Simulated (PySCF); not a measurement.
**Run report: CH11NOSi3, NMR shielding calculation**

CH11NOSi3, computed with GIAO PBE0/pcSseg-1 NMR shielding, non-relativistic, gas phase (PySCF 2.14.0).

The geometry comes from this level: GFN2-xTB. It belongs to a series of runs on one base structure; here: terminal C group replaced by H. Figures and captions count atoms from 1; the log counts them from 0 in places.

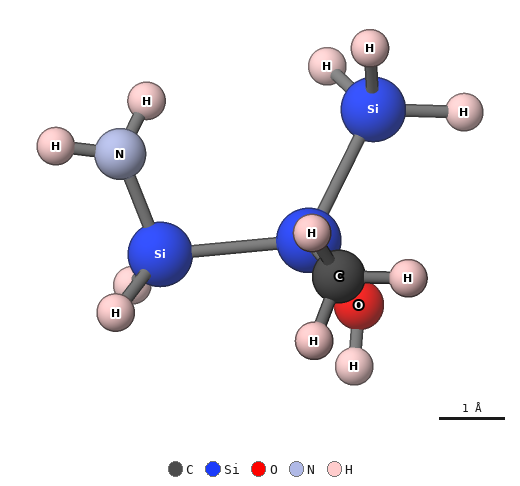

Figure 1. The structure (ball-and-stick view, seen at a tilt).

### Key numbers

| quantity | value |
| --- | --- |
| outcome | converged |
| total energy | −1042.622871 hartree |
| HOMO | −7.11 eV |
| LUMO | −0.87 eV |
| dipole moment | 1.22 D |
| isotropic shielding, C | 180.2 ppm |
| isotropic shielding, Si | 340.3 to 467.1 ppm |
| isotropic shielding, O | 314.2 ppm |
| isotropic shielding, N | 272.2 ppm |
| isotropic shielding, H | 26.5 to 32.3 ppm |
| hardware | 1 CPU thread, shared host |
| wall time | 32 s |
| peak memory | 0.82 GiB |

### Input
```
{"job": {"kind": "nmr", "xc": "PBE0", "basis": "pcSseg-1"}, "charge": 0, "multiplicity": 1}
C     -0.744143     1.590052     1.215633
Si    -0.506096     0.398708    -0.268899
O     -1.277845     1.058749    -1.567782
Si    -1.742845    -1.546530     0.007420
Si     1.769721     0.234398    -0.689738
N      2.273676    -1.142385     0.221991
H     -0.329648     1.170624     2.126878
H     -0.249011     2.544578     1.046614
H     -1.795243     1.799099     1.399649
H     -1.110466     1.945243    -1.874681
H     -1.676337    -2.045467     1.388168
H     -1.205005    -2.637049    -0.821940
H     -3.171009    -1.476841    -0.318236
H      2.119583     0.162218    -2.128864
H      2.630085     1.310595    -0.170789
H      1.751002    -2.000116     0.146632
H      3.256584    -1.353845     0.278033
```

The first line tells a small driver script what to run in PySCF; the rest is the geometry in Å.

Command:
```bash
OMP_NUM_THREADS=1 python <driver script> task.json out
```

### The program's output
```
coarse grid: 14928 points
cycle   1  E = -1042.4448274778  dE =  2.790e-01  |g| = 8.485e-01  |ddm| = 3.599e+00
cycle   2  E = -1042.2800833464  dE =  1.647e-01  |g| = 1.252e+00  |ddm| = 1.979e+00
cycle   3  E = -1042.5813105057  dE = -3.012e-01  |g| = 1.083e-01  |ddm| = 1.431e+00
cycle   4  E = -1042.5833795055  dE = -2.069e-03  |g| = 4.798e-02  |ddm| = 1.342e-01
cycle   5  E = -1042.5839032696  dE = -5.238e-04  |g| = 9.062e-03  |ddm| = 4.959e-02
cycle   6  E = -1042.5839196693  dE = -1.640e-05  |g| = 3.569e-03  |ddm| = 1.143e-02
cycle   7  E = -1042.5839222786  dE = -2.609e-06  |g| = 5.825e-04  |ddm| = 3.488e-03
final grid: 128280 points
cycle   8  E = -1042.6228553632  dE = -1.916e-05  |g| = 8.622e-03  |ddm| = 1.907e-02
cycle   9  E = -1042.6228384215  dE =  1.694e-05  |g| = 1.245e-02  |ddm| = 1.738e-02
cycle  10  E = -1042.6228708397  dE = -3.242e-05  |g| = 8.504e-04  |ddm| = 1.102e-02
cycle  11  E = -1042.6228709712  dE = -1.315e-07  |g| = 2.388e-04  |ddm| = 1.014e-03
cycle  12  E = -1042.6228709830  dE = -1.171e-08  |g| = 4.909e-05  |ddm| = 2.561e-04
cycle  13  E = -1042.6228709834  dE = -4.545e-10  |g| = 1.987e-05  |ddm| = 6.583e-05
```

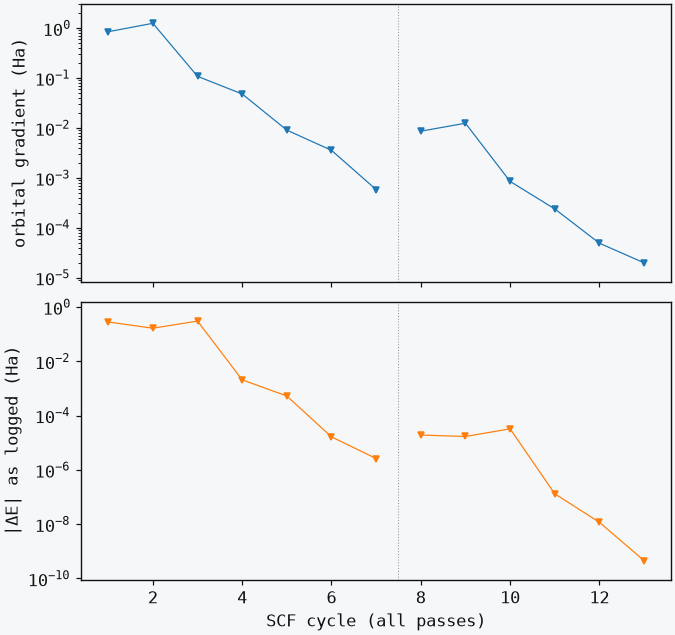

Figure 2. Convergence of the self-consistent field: orbital gradient and size of the energy change against the SCF cycle. The dotted line marks the change from a coarse to the final integration grid. The first 7 cycles use a coarse grid, the final grid takes over at cycle 8, and the field converges after 13 cycles in all.

```
converged SCF energy = -1042.6228709834

GIAO shielding tensors (ppm)
atom      isotropic    diamagn.    paramagn.     s11        s22        s33       span
  0 C      180.203     255.010     -74.806    165.548    184.987    190.074     24.526
  1 Si     340.257     879.432    -539.175    291.069    314.974    414.727    123.657
  2 O      314.157     387.561     -73.404    267.658    316.848    357.964     90.307
  3 Si     467.092     880.981    -413.889    444.519    467.599    489.158     44.638
  4 Si     398.486     880.267    -481.781    352.543    378.538    464.376    111.833
  5 N      272.172     317.141     -44.969    231.021    264.707    320.787     89.766
  6 H       31.487      32.132      -0.646     27.952     28.770     37.738      9.785
  7 H       31.040      31.356      -0.316     26.968     28.897     37.255     10.287
  8 H       30.946      30.510       0.435     26.684     28.851     37.302     10.617
  9 H       31.420      31.919      -0.499     23.347     26.039     44.873     21.527
 10 H       28.421      29.950      -1.530     25.246     26.447     33.569      8.324
 11 H       28.207      29.844      -1.637     24.717     26.611     33.295      8.578
 12 H       28.040      29.175      -1.134     24.785     25.707     33.629      8.844
 13 H       26.504      29.476      -2.972     22.922     24.928     31.662      8.740
 14 H       26.851      30.042      -3.191     24.554     25.167     30.832      6.278
 15 H       32.287      32.785      -0.498     23.895     30.192     42.774     18.879
 16 H       31.991      29.183       2.808     23.556     27.539     44.877     21.321
```

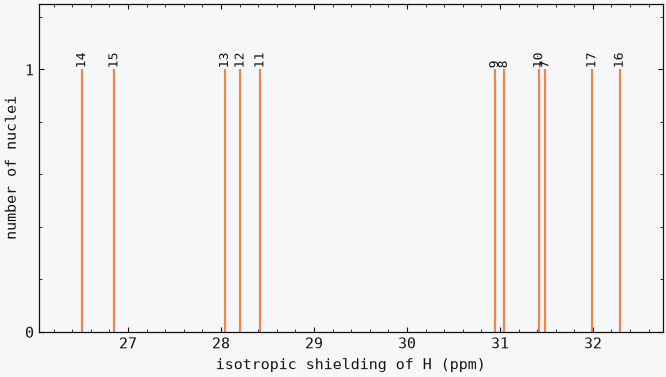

Figure 3. Isotropic shieldings of the hydrogen nuclei in this fixed geometry, labelled by atom number; shielding grows to the right, so chemical shift grows to the left. The least shielded is H14 (26.5 ppm), the most shielded H16 (32.3 ppm).

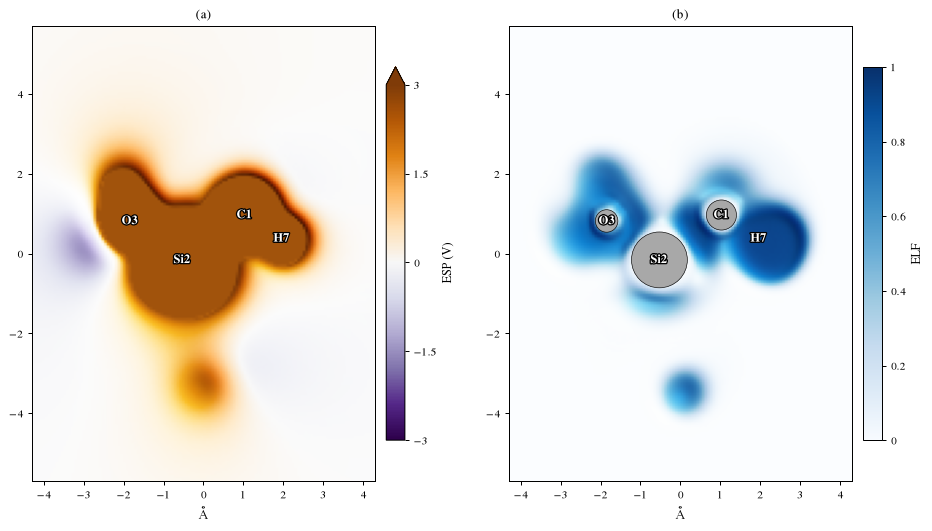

Figure 4. (a) electrostatic potential; (b) ELF on the plane of atoms Si2, C1 and H7. Grey discs, where drawn, cover atomic cores. The section cuts through C, Si, O and H sites. C–Si (1.92 Å): the ELF peaks at about 0.95 between the atoms, which marks a covalent bond. C–H (1.09 Å): the ELF climbs to about 1 towards the hydrogen, as it does in any bond to H (a covalent bond by its length).

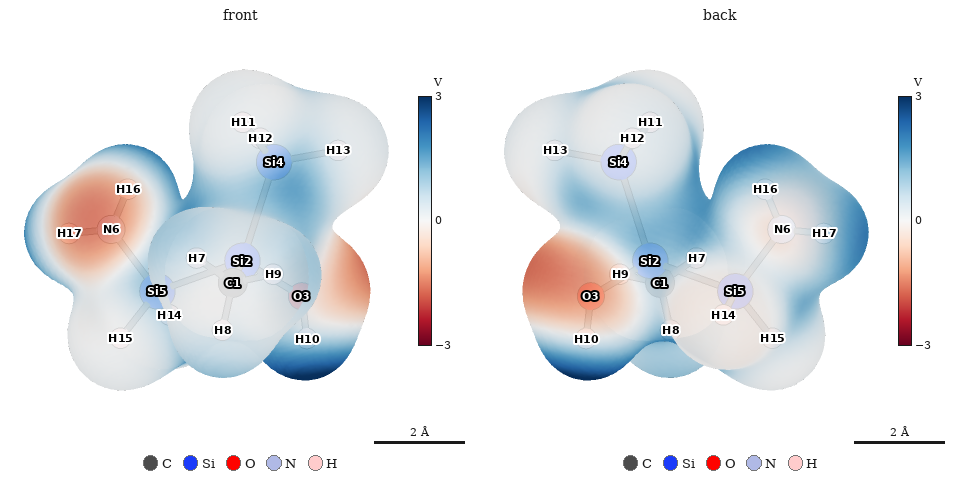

Figure 5. The electrostatic potential painted on the density surface at 0.004 e/bohr³, seen at a tilt and from behind; red is negative and blue positive.
